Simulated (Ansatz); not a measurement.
# Nudged elastic band, with input and output: GaBNH5

GaBNH5, computed with RKS B3LYP-D4/def2-SVP (Ansatz 0.2.0).

It belongs to a series of runs on one base structure; here: band between the two ends.

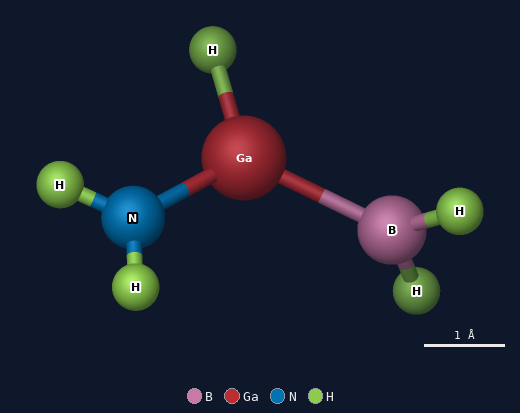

*The structure as given in the input (ball-and-stick view, seen at a tilt). Sticks mark near contacts.*

**The input**
```yaml
crystal:
  periodic: [false, false, false]
  atoms:
    - { symbol: B, position_ang: [-0.776132, 0.886228, -1.331179] }
    - { symbol: Ga, position_ang: [-0.286244, 0.19131, 0.571507] }
    - { symbol: "N", position_ang: [1.027171, -1.052678, 0.824556] }
    - { symbol: H, position_ang: [-1.631492, 0.362024, -2.005558] }
    - { symbol: H, position_ang: [-0.250226, 1.861546, -1.814246] }
    - { symbol: H, position_ang: [-0.958444, 0.638118, 1.926195] }
    - { symbol: H, position_ang: [1.289316, -1.410662, 1.737432] }
    - { symbol: H, position_ang: [1.586041, -1.475897, 0.091283] }
basis:
  gaussian: { orbitals: def2-SVP }
hamiltonian:
  xc: b3lyp
  dispersion: d4
neb:
  order_check: false
  images: 5
  f_tol: 0.05
  max_iterations: 60
  final_atoms:
    - { symbol: B, position_ang: [-1.14123278, 1.16715417, -0.69217708] }
    - { symbol: Ga, position_ang: [0.2474663, -0.11821217, 0.15922155] }
    - { symbol: "N", position_ang: [1.37912756, -1.3812803, 0.84110437] }
    - { symbol: H, position_ang: [-1.59950419, 0.39147223, -1.52111682] }
    - { symbol: H, position_ang: [-0.47760484, 2.08151423, -1.13948572] }
    - { symbol: H, position_ang: [-1.88186695, 1.42107904, 0.23996611] }
    - { symbol: H, position_ang: [1.93024622, -1.26674098, 1.68849737] }
    - { symbol: H, position_ang: [1.54335867, -2.29499721, 0.42398022] }
  initial_path:
    images:
      - { positions_ang: [[-0.776132, 0.886228, -1.331179], [-0.286244, 0.19131, 0.571507], [1.027171, -1.052678, 0.824556], [-1.631492, 0.362024, -2.005558], [-0.250226, 1.861546, -1.814246], [-0.958444, 0.638118, 1.926195], [1.289316, -1.410662, 1.737432], [1.586041, -1.475897, 0.091283]] }
      - { positions_ang: [[-0.79144733, 0.89598206, -1.20595485], [-0.23267189, 0.18606694, 0.67073929], [1.04109211, -1.10231006, 0.84417421], [-1.49882281, 0.29845126, -1.92426041], [-0.41846183, 1.92302744, -1.62683064], [-0.99870937, 0.81961005, 1.4328928], [1.37105412, -1.46875783, 1.72442215], [1.527957, -1.55208086, 0.08480745]] }
      - { positions_ang: [[-0.80676266, 0.90573611, -1.0807307], [-0.17909978, 0.18082388, 0.76997157], [1.05501323, -1.15194212, 0.86379243], [-1.36615361, 0.23487853, -1.84296282], [-0.58669767, 1.98450889, -1.43941529], [-1.03897474, 1.00110209, 0.9395906], [1.45279223, -1.52685366, 1.71141231], [1.46987301, -1.62826472, 0.0783319]] }
      - { positions_ang: [[-0.82207798, 0.91549017, -0.95550654], [-0.12552768, 0.17558082, 0.86920386], [1.06893434, -1.20157418, 0.88341064], [-1.23348442, 0.17130579, -1.76166523], [-0.7549335, 2.04599033, -1.25199993], [-1.07924011, 1.18259414, 0.4462884], [1.53453035, -1.58494948, 1.69840246], [1.41178901, -1.70444859, 0.07185636]] }
      - { positions_ang: [[-0.92846292, 0.99937817, -0.86773006], [-0.00119635, 0.07764982, 0.63254309], [1.17233208, -1.26147622, 0.86930855], [-1.35549101, 0.2446946, -1.68148243], [-0.66249061, 2.05783163, -1.2144952], [-1.34678239, 1.26208911, 0.3775143], [1.66643564, -1.47887998, 1.69510076], [1.45564556, -1.90129813, 0.18923098]] }
      - { positions_ang: [[-1.03484785, 1.08326617, -0.77995357], [0.12313498, -0.02028117, 0.39588232], [1.27572982, -1.32137826, 0.85520646], [-1.4774976, 0.31808342, -1.60129962], [-0.57004772, 2.06967293, -1.17699046], [-1.61432467, 1.34158407, 0.30874021], [1.79834093, -1.37281048, 1.69179907], [1.49950212, -2.09814767, 0.3066056]] }
      - { positions_ang: [[-1.14123278, 1.16715417, -0.69217708], [0.2474663, -0.11821217, 0.15922155], [1.37912756, -1.3812803, 0.84110437], [-1.59950419, 0.39147223, -1.52111682], [-0.47760484, 2.08151423, -1.13948572], [-1.88186695, 1.42107904, 0.23996611], [1.93024622, -1.26674098, 1.68849737], [1.54335867, -2.29499721, 0.42398022]] }
```

Hardware: 2 threads of Arm Neoverse V1, 24 GiB of memory available, shared host.

Launch command:
```bash
ansatz run input.yaml --threads 2 --pin off --max-ram 3072MiB --backend cpu --events-out ev --progress --plain --runs-dir out
```

**The program's output**
```
Engine: ansatz 0.2.0, aarch64-unknown-linux-gnu
Functional definition: B3LYP
  parameter a0 = 0.2
  parameter ax = 0.72
  parameter ac = 0.81
  exchange = (1 - a0 - ax)*slater_x + ax*b88_x + a0*exact_x
  correlation = (1 - ac)*vwn_rpa_c + ac*lyp_c
935 factors; integrals over basis functions are off by at most 2.8e-4 eV
mean field evaluation 1: about -54610.1691 eV, gradient 6.3e1 eV
mean field evaluation 2: about -54578.3137 eV, gradient 1.2e2 eV
mean field evaluation 4: about -54617.9644 eV, gradient 7.1e0 eV
mean field evaluation 8: about -54618.0623 eV, gradient 4.4e-1 eV
mean field evaluation 16: about -54618.0628 eV, gradient 2.5e-5 eV
mean field -54618.06278033 eV, -2007.1767857246 hartree, gradient 2.5e-5 eV, S^2 0.000000; 0 other end points of the search recorded, 0 dependent functions left out
the calculation of the forces begins
reference -54618.06303593 eV, -2007.1767951175 hartree; 24, 24 occupied and 61, 61 virtual orbitals, 935 factors
935 factors; integrals over basis functions are off by at most 7.7e-4 eV
mean field evaluation 32: about -54618.8089 eV, gradient 2.2e-5 eV
mean field -54618.80892750 eV, -2007.2042061272 hartree, gradient 2.2e-5 eV, S^2 0.000000; 0 other end points of the search recorded, 0 dependent functions left out
[... from here on the field's lines of each further geometry are left out, up to the last ...]
NEB iter   1: max|band force component| = 8.222e0 eV/Å  barrier→ = 3.4134 eV  barrier← = 4.1478 eV  Δτ_max = 0.1896 Å  (190 SCF iters)
NEB iter   2: max|band force component| = 3.652e0 eV/Å  barrier→ = 2.6464 eV  barrier← = 3.3807 eV  Δτ_max = 0.2000 Å  (162 SCF iters)
NEB iter   3: max|band force component| = 2.770e0 eV/Å  barrier→ = 1.7463 eV  barrier← = 2.4806 eV  Δτ_max = 0.2000 Å  (158 SCF iters)
NEB iter   4: max|band force component| = 1.397e0 eV/Å  barrier→ = 1.2239 eV  barrier← = 1.9582 eV  Δτ_max = 0.1967 Å  (147 SCF iters)
NEB iter   5: max|band force component| = 1.136e0 eV/Å  barrier→ = 0.7726 eV  barrier← = 1.5069 eV  Δτ_max = 0.1991 Å  (147 SCF iters)
NEB iter   6: max|band force component| = 6.015e-1 eV/Å  barrier→ = 0.4475 eV  barrier← = 1.1818 eV  Δτ_max = 0.1868 Å  (144 SCF iters)
NEB iter   7: max|band force component| = 3.623e-1 eV/Å  barrier→ = 0.3368 eV  barrier← = 1.0711 eV  CI = image 2  Δτ_max = 0.2000 Å  (144 SCF iters)
NEB iter   8: max|band force component| = 6.954e-1 eV/Å  barrier→ = 0.4215 eV  barrier← = 1.1558 eV  CI = image 2  Δτ_max = 0.1005 Å  (144 SCF iters)
NEB iter   9: max|band force component| = 3.350e-1 eV/Å  barrier→ = 0.4160 eV  barrier← = 1.1503 eV  CI = image 2  Δτ_max = 0.0505 Å  (140 SCF iters)
NEB iter  10: max|band force component| = 2.167e-1 eV/Å  barrier→ = 0.4100 eV  barrier← = 1.1444 eV  CI = image 2  Δτ_max = 0.0500 Å  (143 SCF iters)
NEB iter  11: max|band force component| = 9.301e-2 eV/Å  barrier→ = 0.4076 eV  barrier← = 1.1419 eV  CI = image 2  Δτ_max = 0.0306 Å  (147 SCF iters)
NEB iter  12: max|band force component| = 6.584e-2 eV/Å  barrier→ = 0.4067 eV  barrier← = 1.1410 eV  CI = image 2  Δτ_max = 0.0329 Å  (143 SCF iters)
the calculation of the forces begins
reference -54618.80876241 eV, -2007.2042000602 hartree; 24, 24 occupied and 61, 61 virtual orbitals, 935 factors
935 factors; integrals over basis functions are off by at most 3.8e-4 eV
mean field evaluation 608: about -54617.4780 eV, gradient 7.7e0 eV
mean field -54617.65730087 eV, -2007.1618846293 hartree, gradient 8.9e-5 eV, S^2 0.000000; 1 other end points of the search recorded, 0 dependent functions left out
the calculation of the forces begins
reference -54617.65755063 eV, -2007.1618938076 hartree; 24, 24 occupied and 61, 61 virtual orbitals, 935 factors
NEB iter  13: max|band force component| = 4.324e-2 eV/Å  barrier→ = 0.4064 eV  barrier← = 1.1408 eV  CI = image 2  Δτ_max = 0.0000 Å  (279 SCF iters)
```

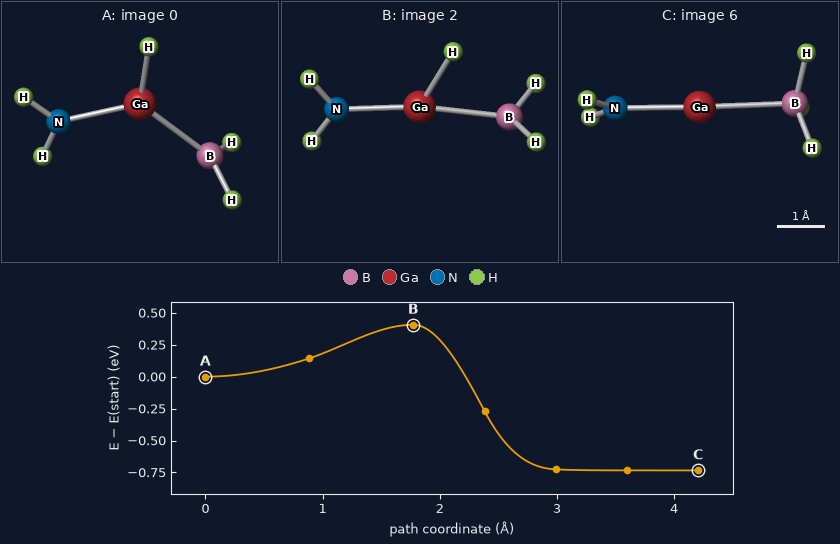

*Images of the last band (counted from 0; ball-and-stick, seen at a tilt) above the energy along the path; the line is a cubic interpolation that uses the forces.*

The highest image is number 2, 0.406 eV above the start and 1.141 eV above the end (the climbing image); the end lies 0.734 eV below the start. The path is 4.21 Å long. The band converged in 13 iterations.

```
Total energy: -54617.85293387 eV, -2007.1690740092 hartree
Atom 0 at    -0.871140     0.988935    -1.275871 Å, force    -0.006684     0.001853     0.012012 eV/Å
Atom 1 at     0.129080    -0.113447     0.017074 Å, force    -0.007025     0.007102    -0.016988 eV/Å
Atom 2 at     1.210957    -1.218745     0.935976 Å, force    -0.002227    -0.001007     0.016817 eV/Å
Atom 3 at    -1.942513     0.582935    -1.648060 Å, force     0.004920    -0.001676     0.000138 eV/Å
Atom 4 at    -0.586461     2.156704    -1.350699 Å, force     0.002788     0.004944    -0.005351 eV/Å
Atom 5 at    -1.036426     0.733680     0.866753 Å, force    -0.004220    -0.002226    -0.003004 eV/Å
Atom 6 at     1.146366    -1.359120     1.938372 Å, force     0.008082    -0.000937    -0.002598 eV/Å
Atom 7 at     1.950127    -1.770952     0.516446 Å, force     0.004366    -0.008053    -0.001026 eV/Å
Dipole moment:     0.368672    -0.345858     0.148363 e Å
this run last wrote the band of iteration 13 to [file]
```

**The last band as extended XYZ (Å, eV, eV/Å)**
```
8
Properties=species:S:1:pos:R:3:forces:R:3 image=0 energy=-54618.25909
B    -0.7761    0.8862   -1.3312   -0.0025   0.0019  -0.0070
Ga   -0.2862    0.1913    0.5715   -0.0006   0.0001   0.0057
N     1.0272   -1.0527    0.8246    0.0014  -0.0014  -0.0025
H    -1.6315    0.3620   -2.0056    0.0013  -0.0004   0.0014
H    -0.2502    1.8615   -1.8142    0.0009  -0.0014   0.0019
H    -0.9584    0.6381    1.9262   -0.0001   0.0005   0.0009
H     1.2893   -1.4107    1.7374   -0.0019   0.0011   0.0003
H     1.5860   -1.4759    0.0913    0.0016  -0.0004  -0.0008
8
Properties=species:S:1:pos:R:3:forces:R:3 image=1 energy=-54618.11531
B    -0.8274    0.9427   -1.3792    0.0165  -0.0112  -0.0301
Ga   -0.0835    0.0336    0.2996   -0.0828   0.0615   0.0960
N     1.1457   -1.1624    0.8981   -0.0183   0.0163  -0.0073
H    -1.8445    0.5365   -1.8877    0.0422  -0.0161  -0.0943
H    -0.4725    2.0602   -1.6673    0.0344  -0.0225  -0.0988
H    -0.9508    0.6520    1.4805    0.0165  -0.0502   0.2262
H     1.2099   -1.3660    1.8907    0.0277  -0.0173  -0.0261
H     1.8230   -1.6967    0.3654   -0.0362   0.0395  -0.0657
8
Properties=species:S:1:pos:R:3:forces:R:3 image=2 energy=-54617.85268
B    -0.8711    0.9889   -1.2759   -0.0067   0.0019   0.0120
Ga    0.1291   -0.1134    0.0171   -0.0070   0.0071  -0.0170
N     1.2110   -1.2187    0.9360   -0.0022  -0.0010   0.0168
H    -1.9425    0.5829   -1.6481    0.0049  -0.0017   0.0001
H    -0.5865    2.1567   -1.3507    0.0028   0.0049  -0.0054
H    -1.0364    0.7337    0.8668   -0.0042  -0.0022  -0.0030
H     1.1464   -1.3591    1.9384    0.0081  -0.0009  -0.0026
H     1.9501   -1.7710    0.5164    0.0044  -0.0081  -0.0010
8
Properties=species:S:1:pos:R:3:forces:R:3 image=3 energy=-54618.52866
B    -0.9921    1.0481   -0.9508   -0.4509   0.0827   1.0917
Ga    0.2872   -0.1929   -0.1592    0.5421  -0.2852  -0.6315
N     1.2367   -1.2457    0.9436    0.0459  -0.0488   0.0508
H    -1.8957    0.5715   -1.6007    0.0576  -0.1103   0.2761
H    -0.5965    2.1653   -1.1943    0.0557  -0.0997   0.2649
H    -1.1738    0.8326    0.4919   -0.3376   0.6023  -1.3285
H     1.1273   -1.4144    1.9351    0.0111  -0.0385   0.1226
H     2.0069   -1.7646    0.5344    0.0761  -0.1025   0.1538
8
Properties=species:S:1:pos:R:3:forces:R:3 image=4 energy=-54618.98522
B    -1.1071    1.1188   -0.7770   -0.0444   0.0211   0.0050
Ga    0.3435   -0.2077   -0.1578    0.0228  -0.0241   0.0106
N     1.3437   -1.3399    0.8688    0.0008   0.0066  -0.0093
H    -1.8224    0.5201   -1.5527    0.0085  -0.0057   0.0004
H    -0.5566    2.1310   -1.1536    0.0116  -0.0049   0.0053
H    -1.5283    1.1562    0.3838   -0.0201   0.0267  -0.0171
H     1.2143   -1.4726    1.8698    0.0245  -0.0153  -0.0248
H     2.1128   -1.9060    0.5187   -0.0038  -0.0045   0.0299
8
Properties=species:S:1:pos:R:3:forces:R:3 image=5 energy=-54618.99308
B    -1.1280    1.1591   -0.7257   -0.0081  -0.0010   0.0052
Ga    0.2840   -0.1514    0.0460   -0.0002  -0.0034   0.0006
N     1.3623   -1.3869    0.8537    0.0043   0.0009   0.0104
H    -1.7252    0.4357   -1.5045    0.0008   0.0013  -0.0015
H    -0.4955    2.0800   -1.2018    0.0053  -0.0008  -0.0023
H    -1.7279    1.3984    0.3134    0.0016  -0.0001  -0.0027
H     1.5614   -1.4114    1.8515   -0.0002  -0.0024  -0.0071
H     1.8687   -2.1235    0.3675   -0.0036   0.0054  -0.0026
8
Properties=species:S:1:pos:R:3:forces:R:3 image=6 energy=-54618.99344
B    -1.1412    1.1672   -0.6922   -0.0084  -0.0104  -0.0060
Ga    0.2475   -0.1182    0.1592    0.0013  -0.0003   0.0036
N     1.3791   -1.3813    0.8411   -0.0081  -0.0068  -0.0118
H    -1.5995    0.3915   -1.5211    0.0020   0.0016   0.0029
H    -0.4776    2.0815   -1.1395    0.0064   0.0077  -0.0013
H    -1.8819    1.4211    0.2400    0.0002   0.0010   0.0031
H     1.9302   -1.2667    1.6885    0.0044  -0.0013   0.0022
H     1.5434   -2.2950    0.4240    0.0022   0.0086   0.0074
```

**Summary**

```tsv
quantity	value
outcome	converged
barrier, forward	0.406 eV
barrier, backward	1.141 eV
wall time	2 min (CPU time 3.9 min)
peak memory	0.17 GiB
```

**Remarks**

The order of the saddle point was not checked.
